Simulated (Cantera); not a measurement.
Feed: 1 mol SiHCl3, 0.93 mol Cl2, 19 mol H2, 0.41 mol HCl, equilibrated at 1000 Pa.

Equilibrium computed with Cantera from the NASA thermochemical tables; the gas is ideal and each condensed phase is pure. Candidate condensed phases: Si; 19 gas species. The tables' values for SiCl3, SiCl are old estimates; treat these amounts as uncertain. Rates play no part.

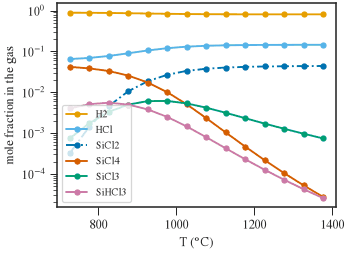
*Equilibrium gas composition (values under 1e-9 drawn at 1e-9)*

Q: Read off the mole fractions at 927 °C.

A: H2 about 0.85, HCl about 0.11, SiCl2 about 0.019, SiCl4 about 0.017, SiCl3 about 0.0061, SiHCl3 about 0.0038.
